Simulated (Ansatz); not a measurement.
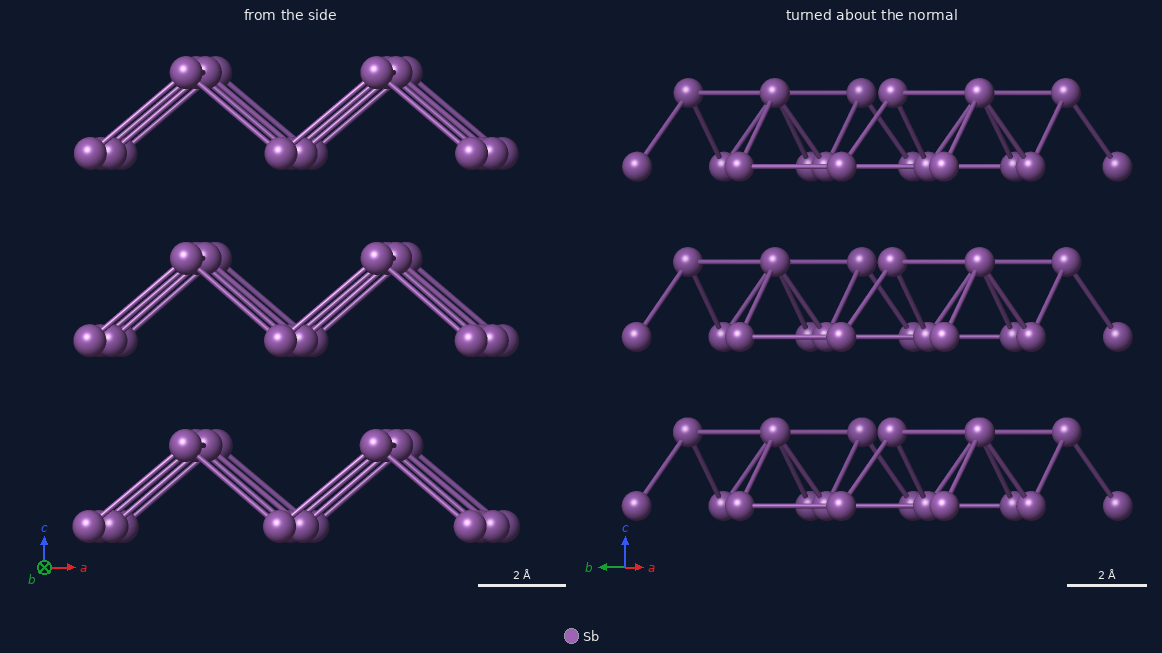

A ball-and-stick picture of a periodic slab, seen from the side and turned about the normal. The surface normal points up in side views; the vacuum is left out. 2×2 cells are drawn in the plane, with atoms at the edges repeated.

The cell holds 12 Sb. The slab was cut from bulk Sb (R-3m).

What is its extent along the surface normal?

About 11 Å from the lowest to the highest atom.

Count the planes and say what each contains, starting at the top.

Six planes: Sb / Sb / Sb / Sb / Sb / Sb.

Index the surface.

(1 1 0).

The structure was taken from a structure listed in the Materials Project, from which a slab was cut. The atoms were relaxed in a fixed cell with DFT LDA, scalar-relativistic, plane waves, PAW in Ansatz.
